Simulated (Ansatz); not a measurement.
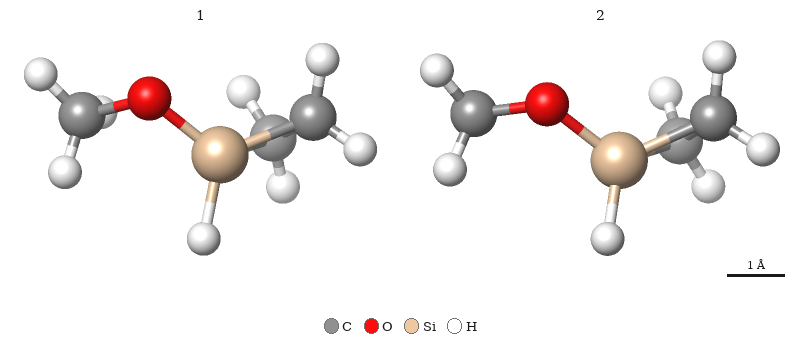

Two geometries of C3H8OSi, drawn at one scale. One is the start of a relaxation, the other its converged end. A ball-and-stick model, seen from a free direction.

Theory: RKS r2SCAN/def2-SVP (Ansatz 0.2.0). Set-up: no spin polarisation; force threshold 0.015 eV/Å; at most 40 steps.

Q: Which of the two is the end point?

A: Structure 2 is the relaxed one. The run prepares an end point of a later path (torsion) calculation, from a guessed geometry. Over 7 accepted moves (8 points after the start) the energy falls by 0.873 eV. The largest force component goes from 3.1 to 0.013 eV/Å. The line search rejected the trial step at point 5 of the run. The atom that moves furthest after the best rigid fit is an H atom (0.50 Å). By element the largest moves are H 0.50 Å, Si 0.30 Å, O 0.20 Å, C 0.15 Å. Some distances before and after: C–C 1.461 → 1.570 Å, C–Si 1.935 → 1.849 Å, C–H 1.027 → 1.097 Å, C–H 1.046 → 1.101 Å. Among the angles between lasting bonds that change: C–Si–H 105.5° → 120.4°, Si–C–H 106.9° → 119.4°, O–C–H 103.3° → 111.8°.
